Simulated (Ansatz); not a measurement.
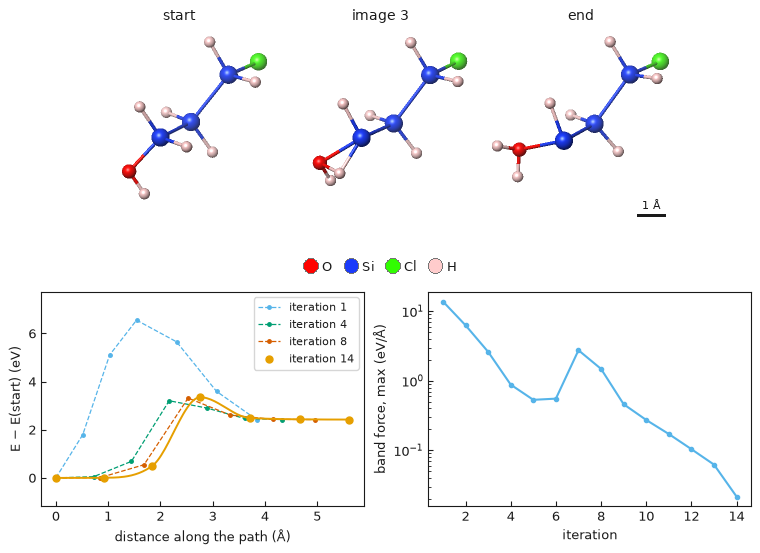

A search for the minimum-energy path of Si3H7OCl by the nudged elastic band. Images are numbered from 0 (start) to 6 (end). The plot follows the band through its iterations. The picture is a ball-and-stick view, seen from a free direction.

Computed with RKS B3LYP-D4/STO-3G (Ansatz). Settings: 5 movable images; climbing image; force threshold 0.05 eV/Å; iteration limit 60; starting path through a guess of the saddle point.

Q: Did the band converge, and can the barrier be trusted?

A: The result is final at these settings. The band converged in 14 iterations. The largest component of the band force went from 14 to 0.022 eV/Å. The climbing image converged on the top of the path. Its vibrational analysis gives one imaginary mode (1240i cm⁻¹), as a transition state must have. The first iteration put the highest image at 6.55 eV. The highest point, image 3, lies 3.35 eV above the start and 0.93 eV above the end; the end is at +2.42 eV relative to the start.

Limits of the set-up: STO-3G is a minimal basis, so the numbers are rough.

Cost: 4.3 min on 1 thread of Intel(R) Xeon(R) Processor @ 2.70GHz, on a shared host, peak memory 0.15 GiB.
